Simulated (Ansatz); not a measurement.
```
Y Bi Cl
1.0
    10.86951    0.00000    0.00000
    -5.43476    9.41327    0.00000
     0.00000    0.00000    7.17576
Y Bi Cl
3 3 18
Direct
  0.00000 0.00000 0.00000
  0.66667 0.33333 0.33333
  0.33333 0.66667 0.66667
  0.33333 0.66667 0.16667
  0.00000 0.00000 0.50000
  0.66667 0.33333 0.83333
  0.18387 0.18728 0.24130
  0.85054 0.52061 0.57463
  0.51721 0.85395 0.90796
  0.00341 0.81613 0.24130
  0.67007 0.14946 0.57463
  0.33674 0.48279 0.90796
  0.85395 0.33674 0.09204
  0.52061 0.67007 0.42537
  0.18728 0.00341 0.75870
  0.66326 0.51721 0.09204
  0.32993 0.85054 0.42537
  0.99659 0.18387 0.75870
  0.48279 0.14605 0.09204
  0.14946 0.47939 0.42537
  0.81613 0.81272 0.75870
  0.81272 0.99659 0.24130
  0.47939 0.32993 0.57463
  0.14605 0.66326 0.90796
```

Space group R-3; a structure from a database of computed crystals, not necessarily the ambient phase; started from the KCrF6-148 prototype, which need not be the ambient phase.

Level of theory: DFT, r2SCAN+rVV10, plane waves, PAW in Ansatz.

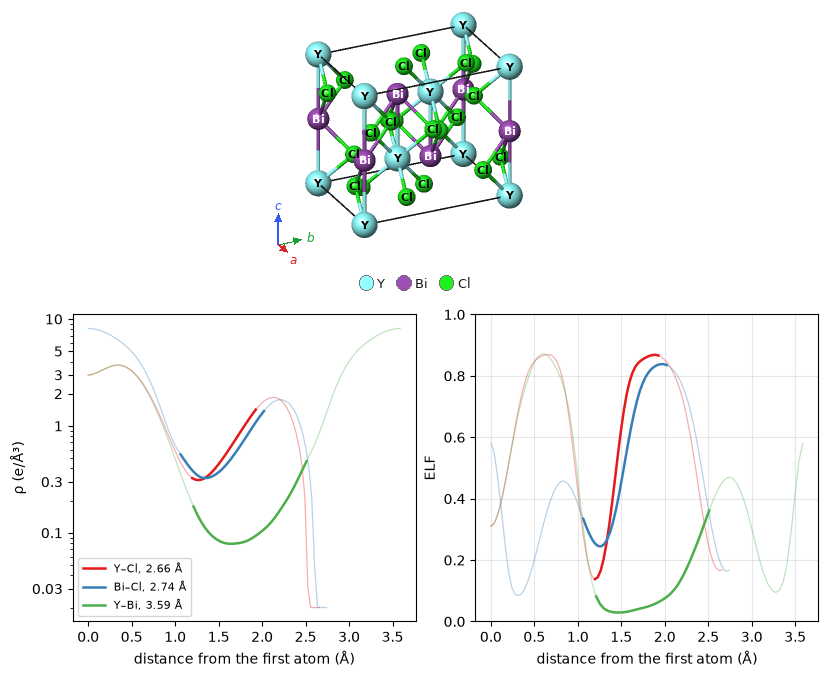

YBiCl6. Valence pseudo-density and ELF along straight lines between neighbouring atoms. Thin, pale parts lie inside the atomic spheres. The structure is drawn too.

In a PAW calculation such maps are meaningful between the atoms, not at the nuclei.

Question: Compare the contacts.

Answer: Y–Cl (2.66 Å): ρ is about 0.32 e/Å³ halfway; the ELF peaks at about 0.85 in the valence shell of Cl, 0.8 Å from its nucleus, and is about 0.25 at the midpoint; a largely ionic contact.
Bi–Cl (2.74 Å): the density is about 0.33 e/Å³ at the midpoint; the ELF peaks at about 0.85 in the valence shell of Cl, 0.8 Å from its nucleus, and drops to about 0.25 between the two atoms.
Y–Bi (3.59 Å): ρ is about 0.08 e/Å³ halfway; the ELF is about 0.05 at the midpoint; no shared electron pair shows on this line.
